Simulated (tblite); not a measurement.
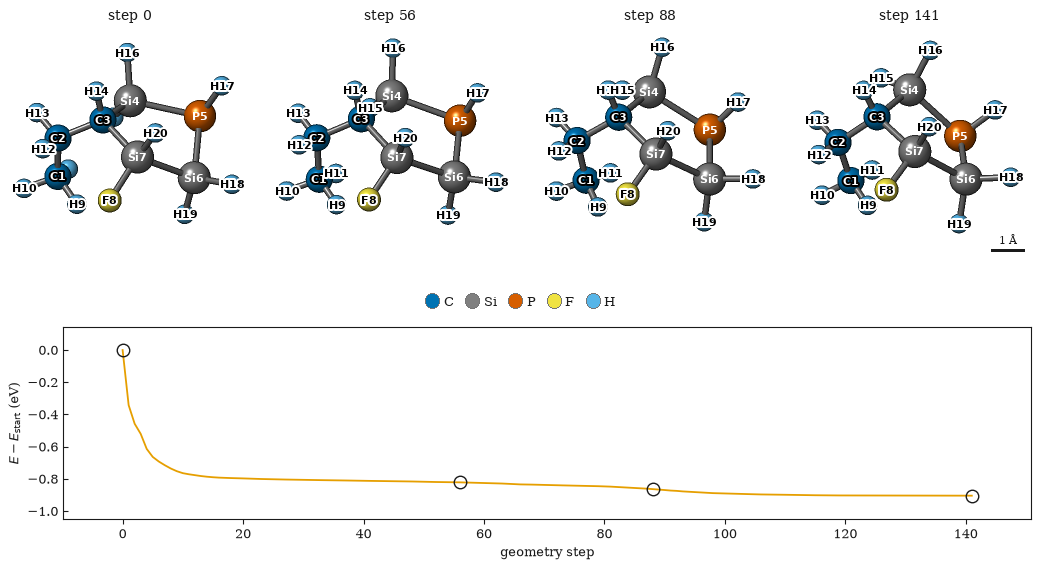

Frames of a relaxation of C₃H₁₂FPSi₃, marked on the history of the run. The picture is a ball-and-stick view, seen at a tilt.

The calculation used tblite, GFN2-xTB geometry optimisation, gas phase. 

What happens along the run?

After 141 geometry steps the energy has fallen by 0.904 eV. The largest move after the best rigid fit is that of H17, 1.44 Å. Largest moves by element: H 1.44 Å, P 1.06 Å, F 0.51 Å, C 0.43 Å, Si 0.40 Å. Some distances before and after: C3–Si4 1.817 → 1.924 Å, P5–H17 1.474 → 1.377 Å, Si6–Si7 2.227 → 2.318 Å, C3–Si7 1.840 → 1.916 Å. Bond angles that change, for instance: Si4–P5–H17 109.1° → 95.3°, Si6–Si7–H20 106.0° → 119.4°, Si6–P5–H17 104.1° → 95.5°. Groups turn about C3–Si4 by about 50°, Si4–P5 by about 45°, P5–Si6 by about 30°. Cost: 2.8 s on 1 thread of Arm Neoverse N1 (shared host). From step 0 to 56: H20 moves most (0.45 Å), energy −0.821 eV. From step 56 to 88: H atoms move most (0.61 Å), energy −0.042 eV. From step 88 to 141: H17 moves most (0.51 Å), energy −0.041 eV.

```json
{"step": "0", "E − E(0), eV": "0.0000"}
{"step": "1", "E − E(0), eV": "-0.3418"}
{"step": "2", "E − E(0), eV": "-0.4574"}
{"step": "3", "E − E(0), eV": "-0.5201"}
{"step": "4", "E − E(0), eV": "-0.6135"}
{"step": "5", "E − E(0), eV": "-0.6633"}
{"step": "6", "E − E(0), eV": "-0.6917"}
{"step": "7", "E − E(0), eV": "-0.7148"}
{"step": "8", "E − E(0), eV": "-0.7353"}
{"step": "9", "E − E(0), eV": "-0.7520"}
{"step": "10", "E − E(0), eV": "-0.7642"}
{"step": "17", "E − E(0), eV": "-0.7936"}
{"step": "24", "E − E(0), eV": "-0.8011"}
{"step": "31", "E − E(0), eV": "-0.8064"}
{"step": "38", "E − E(0), eV": "-0.8104"}
{"step": "44", "E − E(0), eV": "-0.8136"}
{"step": "51", "E − E(0), eV": "-0.8184"}
{"step": "58", "E − E(0), eV": "-0.8235"}
{"step": "65", "E − E(0), eV": "-0.8321"}
{"step": "72", "E − E(0), eV": "-0.8390"}
{"step": "79", "E − E(0), eV": "-0.8451"}
{"step": "86", "E − E(0), eV": "-0.8582"}
{"step": "93", "E − E(0), eV": "-0.8774"}
{"step": "100", "E − E(0), eV": "-0.8903"}
{"step": "107", "E − E(0), eV": "-0.8967"}
{"step": "113", "E − E(0), eV": "-0.9001"}
{"step": "120", "E − E(0), eV": "-0.9026"}
{"step": "127", "E − E(0), eV": "-0.9033"}
{"step": "134", "E − E(0), eV": "-0.9037"}
{"step": "141", "E − E(0), eV": "-0.9039"}
```
